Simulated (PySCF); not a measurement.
H$_{2}$Te$_{2}$.

PySCF calculation, ωB97X/def2-SVPD, gas phase; geometry: GFN2-xTB. Core potentials replace the inner electrons of Te; spin–orbit coupling isn't included. No frequency check shows the geometry to be a minimum. GFN2-xTB bond lengths at metals and heavier atoms can be off by up to 0.1 Å and shapes distorted, which carries into these values.

Input

```python
import numpy as np
from pyscf import gto, scf, dft, tdscf
from pyscf.scf import atom_ks, atom_hf
from scipy.linalg import block_diag

def solve(mol, dm0=None, hcore=None):
    mf = (dft.UKS if mol.spin else dft.RKS)(mol, xc='wb97x')
    mf.grids.level = 3
    mf = mf.density_fit(auxbasis='def2-universal-jkfit')
    mf.conv_tol, mf.max_cycle = 1e-8, 80
    if hcore is not None:
        mf.get_hcore = lambda *args: hcore
    mf.kernel(dm0)
    if not mf.converged:
        mf = mf.newton().run(mf.mo_coeff, mf.mo_occ, max_cycle=30)
    assert mf.converged, 'SCF not converged'
    return mf

mol = gto.M(atom='''
Te    -1.34379    -0.02524     0.02098
Te     1.34379     0.02524     0.02098
H     -1.49025     1.18326    -1.09099
H      1.49025    -1.18326    -1.09099
''', basis='def2-svpd', ecp={'Te': 'def2-svpd'}, charge=0, spin=0, verbose=4)
mf = solve(mol)
td = mf.TDA()
td.nstates, td.singlet, td.conv_tol = 5, True, 1e-5
td.kernel()
td.analyze()
x, y = np.array([p[0] for p in td.xy]), np.array([p[1] + 0 * p[0] for p in td.xy])
f, mu = td.oscillator_strength(), td.transition_dipole()
nto = [td.get_nto(state=i + 1, verbose=4) for i in range(len(td.e))]
# spherically averaged free atoms, for the promolecule
atom_ks.AtomSphAverageRKS.init_guess_by_vsap = lambda self, mol=None: self.init_guess_by_minao(mol)  # core potentials
atm = atom_ks.get_atm_nrks(mol, xc='wb97x')
pro = block_diag(*[(atm[a[0]][2] * atm[a[0]][3]) @ atm[a[0]][2].T for a in mol._atom])
np.savez('result.npz', e=td.e, f=f, ok=td.converged, w=[n[0] for n in nto], nto=[n[1] for n in nto], x=x, y=y, c=mf.mo_coeff, occ=mf.mo_occ, eps=mf.mo_energy, pro=pro, mu=mu)
```

Launched as:

```sh
OMP_NUM_THREADS=1 python input.py
```

The run took 64 s on 1 thread of Intel(R) Xeon(R) CPU @ 2.60GHz (Ice Lake), on a shared host, peak memory 0.47 GiB.

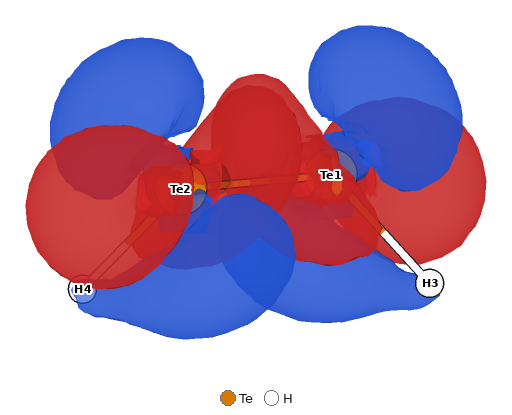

Unrelaxed difference density of S₁ less the ground state (TDA singlet states), ±0.02 e/Å³; red: gain, blue: loss.

Q: How does the charge move on excitation?

A: 0.64 e is displaced in all, mostly between regions of the same atoms. The state: 3.31 eV (375 nm), f = 0.002, partly diffuse acceptor orbital; the leading pair carries 98 %; hole on Te1 and Te2 (47 % each), electron on Te1 and Te2 (48 % each) (atom shares of so diffuse an orbital are rough); their centroids lie 0.1 Å apart.
